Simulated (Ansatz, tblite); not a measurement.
# Ge(vinyl)H3 (C₂H₆Ge): spin-state energies by level

Is the singlet the ground state of Ge(vinyl)H3 (C₂H₆Ge)? Other spin states are computed and compared level by level.

Method: as each input shows; program: Ansatz 0.2.0, Gaussian basis.

Plan: triplet, at the geometry of the singlet (GFN1-xTB, GFN2-xTB, PBE0-D4/def2-TZVP, PBE-D4/def2-TZVP, r2SCAN-D4/def2-TZVP); the singlet's energies come from earlier runs.

## 1. The relaxed structure

The geometry is that of the singlet, from an earlier relaxation (PBE0-D4/def2-TZVP).

9 atoms, charge 0, spin multiplicity 1.

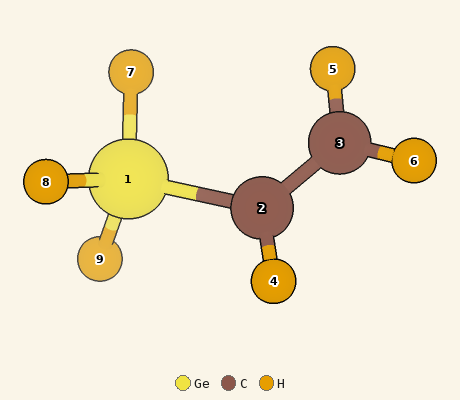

The geometry (germanium yellow, carbon brown, hydrogen amber); atoms are numbered from 1 in the order of the file.

## 2. Triplet at the fixed geometry, GFN1-xTB

Tight binding, by tblite at 300 K electronic temperature and without a spin-polarisation term:

```python
tblite.interface.Calculator('GFN1-xTB', numbers, positions, charge=0, uhf=2).singlepoint()
```

Energy -241.9307 eV; 0.013 s.

## 3. Triplet at the fixed geometry, GFN2-xTB

Tight binding, by tblite at 300 K electronic temperature and without a spin-polarisation term:

```python
tblite.interface.Calculator('GFN2-xTB', numbers, positions, charge=0, uhf=2).singlepoint()
```

Energy -245.4031 eV; 0.008 s.

## 4. Triplet at the fixed geometry, PBE0-D4/def2-TZVP

Contents of in.yaml:

```yaml
crystal:
  periodic: [false, false, false]
  atoms:
    - {symbol: Ge, position_ang: [-0.222332, 0.273904, -1.275711]}
    - {symbol: C, position_ang: [-0.386170, 0.118198, 0.649146]}
    - {symbol: C, position_ang: [0.538793, -0.452450, 1.410791]}
    - {symbol: H, position_ang: [-1.281524, 0.517483, 1.120899]}
    - {symbol: H, position_ang: [1.450417, -0.870937, 0.993744]}
    - {symbol: H, position_ang: [0.428460, -0.526603, 2.489302]}
    - {symbol: H, position_ang: [1.110744, -0.361687, -1.703823]}
    - {symbol: H, position_ang: [-0.252056, 1.751027, -1.707464]}
    - {symbol: H, position_ang: [-1.386322, -0.448946, -1.976894]}
basis:
  gaussian: {orbitals: def2-TZVP}
magnetization: {spin_polarized: true, initial_magnetization: 2}
hamiltonian: {xc: pbe0, dispersion: d4}
scf: {omitted_lower_state_checks: [starts]}
output: {orbitals: {seedname: orbitals}}
```

Command:

```sh
ansatz run in.yaml --threads 4 --pin off --events-out ev --progress --plain --max-ram 3916MiB
```

What it wrote:

```text
Functional definition: PBE0
  name "PBE0"
  cite "Adamo & Barone, J. Chem. Phys. 110, 6158 (1999) doi:10.1063/1.478522"
  cite "Perdew, Burke & Ernzerhof, Phys. Rev. Lett. 77, 3865 (1996) doi:10.1103/PhysRevLett.77.3865"
  parent pbe
  parameter a = 0.25
  parameter kappa = 0.804
  parameter beta = 0.06672455060314922
  exchange = (1 - a)*pbe_x(kappa = kappa, mu = beta*pi^2/3) + a*exact_x
  correlation = pbe_c(beta = beta)
these checks for a lower state are left out or cut short: starts
1025 factors; their error is unknown
mean field evaluation 1: about -58659.1869 eV, gradient 5.2e1 eV
mean field evaluation 2: about -58577.1299 eV, gradient 1.2e2 eV
mean field evaluation 4: about -58675.1706 eV, gradient 5.1e0 eV
mean field evaluation 8: about -58675.4070 eV, gradient 2.5e-1 eV
mean field evaluation 16: about -58675.6705 eV, gradient 3.1e-4 eV
mean field -58675.67054553 eV, -2156.2911207502 hartree, gradient 1.5e-5 eV, S^2 2.009167; 0 other end points of the search recorded, 0 dependent functions left out
reference -58675.67057598 eV, -2156.2911218694 hartree; 26, 24 occupied and 120, 122 virtual orbitals, 1025 factors
Total energy: -58675.79419437 eV, -2156.2956647614 hartree
Checks for a lower state left out: starts
```

Wall time 3.8 s (4 threads of Intel Xeon at 2.50GHz, shared host).

From the report: HOMO -3.72 eV, LUMO -4.38 eV (over both spins; with the spin held, an empty level of the minority spin lies below the top filled one); ⟨S²⟩ 2.009 (pure: 2.00).

## 5. Triplet at the fixed geometry, PBE-D4/def2-TZVP

start.molden holds the orbitals of an earlier run on this state, given as this run's starting guess.

in.yaml, as its differences from that of step 4:

```diff
@@ -13,5 +13,5 @@
 basis:
-  gaussian: {orbitals: def2-TZVP}
+  gaussian: {orbitals: def2-TZVP, initial_orbitals: start.molden}
 magnetization: {spin_polarized: true, initial_magnetization: 2}
-hamiltonian: {xc: pbe0, dispersion: d4}
+hamiltonian: {xc: pbe, dispersion: d4}
 scf: {omitted_lower_state_checks: [starts]}
```

The command is unchanged.

What it wrote:

```text
Functional definition: PBE
  name "PBE"
  cite "Perdew, Burke & Ernzerhof, Phys. Rev. Lett. 77, 3865 (1996) doi:10.1103/PhysRevLett.77.3865"
  parent pbe
  parameter kappa = 0.804
  parameter beta = 0.06672455060314922
  exchange = pbe_x(kappa = kappa, mu = beta*pi^2/3)
  correlation = pbe_c(beta = beta)
these checks for a lower state are left out or cut short: starts
982 factors; their error is unknown
mean field evaluation 1: about -58673.5350 eV, gradient 6.8e0 eV
mean field evaluation 2: about -58673.6352 eV, gradient 1.6e-1 eV
mean field evaluation 4: about -58673.6075 eV, gradient 7.5e-3 eV
mean field -58673.60754483 eV, -2156.2153068729 hartree, gradient 7.0e-5 eV, S^2 2.006971; 0 other end points of the search recorded, 0 dependent functions left out
reference -58673.60758532 eV, -2156.2153083607 hartree; 26, 24 occupied and 120, 122 virtual orbitals, 982 factors
Total energy: -58673.75516578 eV, -2156.2207318428 hartree
Checks for a lower state left out: starts
```

It took 2.4 s on 4 threads of Intel Xeon at 2.50GHz, shared host.

Report: HOMO -2.47 eV, LUMO -5.70 eV (over both spins; with the spin held, an empty level of the minority spin lies below the top filled one); ⟨S²⟩ 2.007 (pure: 2.00).

## 6. Triplet at the fixed geometry, r2SCAN-D4/def2-TZVP

in.yaml, as its differences from that of step 5:

```diff
@@ -15,3 +15,3 @@
 magnetization: {spin_polarized: true, initial_magnetization: 2}
-hamiltonian: {xc: pbe, dispersion: d4}
+hamiltonian: {xc: r2scan, dispersion: d4}
 scf: {omitted_lower_state_checks: [starts]}
```

Launched as before.

What it wrote:

```text
Functional definition: r2SCAN
  name "r2SCAN"
  cite "Furness, Kaplan, Ning, Perdew & Sun, J. Phys. Chem. Lett. 11, 8208 (2020) doi:10.1021/acs.jpclett.0c02405"
  cite "Furness, Kaplan, Ning, Perdew & Sun, J. Phys. Chem. Lett. 11, 9248 (2020) doi:10.1021/acs.jpclett.0c03077"
  parent r2scan
  parameter k0 = 0.174
  parameter k1 = 0.065
  parameter a1 = 4.9479
  exchange = r2scan_x(k0 = k0, k1 = k1, a1 = a1)
  correlation = r2scan_c
these checks for a lower state are left out or cut short: starts
982 factors; their error is unknown
mean field evaluation 1: about -58684.0315 eV, gradient 4.6e0 eV
mean field evaluation 2: about -58684.0716 eV, gradient 5.4e-2 eV
mean field evaluation 4: about -58684.0458 eV, gradient 7.3e-4 eV
mean field -58684.04574822 eV, -2156.5989037723 hartree, gradient 1.4e-5 eV, S^2 2.013091; 0 other end points of the search recorded, 0 dependent functions left out
reference -58684.04576177 eV, -2156.5989042703 hartree; 26, 24 occupied and 120, 122 virtual orbitals, 982 factors
Total energy: -58684.08085128 eV, -2156.6001937859 hartree
Checks for a lower state left out: starts
```

Wall time 4.4 s (4 threads of Intel Xeon at 2.50GHz, shared host).

HOMO -2.85 eV, LUMO -5.06 eV (over both spins; with the spin held, an empty level of the minority spin lies below the top filled one); ⟨S²⟩ 2.013 (pure: 2.00).

## 7. Triplet less singlet, vertical

The singlet's energies are those of its earlier runs, whose logs aren't repeated here.

| level | triplet less singlet, vertical (kJ/mol) | time |
| --- | --- | --- |
| GFN1-xTB | +490.8 | 0.027 s |
| GFN2-xTB | +489.8 | 0.015 s |
| PBE-D4/def2-TZVP | +426.2 | 4.3 s |
| r2SCAN-D4/def2-TZVP | +397.2 | 6.9 s |
| PBE0-D4/def2-TZVP | +409.7 | 6.1 s |

Times add the two runs; a level without a time comes out of a correlated run. Tight binding without a spin term can't rank spin states.

## 8. Results

```
                                                quantity                                         value
triplet less singlet, vertical, functionals in def2-TZVP  +397.2 (r2SCAN-D4) to +426.2 kJ/mol (PBE-D4)
```

**Reading.** All functionals put the triplet above the singlet, over a spread of 29.1 kJ/mol. The checks for a lower triplet were left out, so another state of that spin may lie lower. These are electronic energies, without zero-point motion, entropy or surroundings.
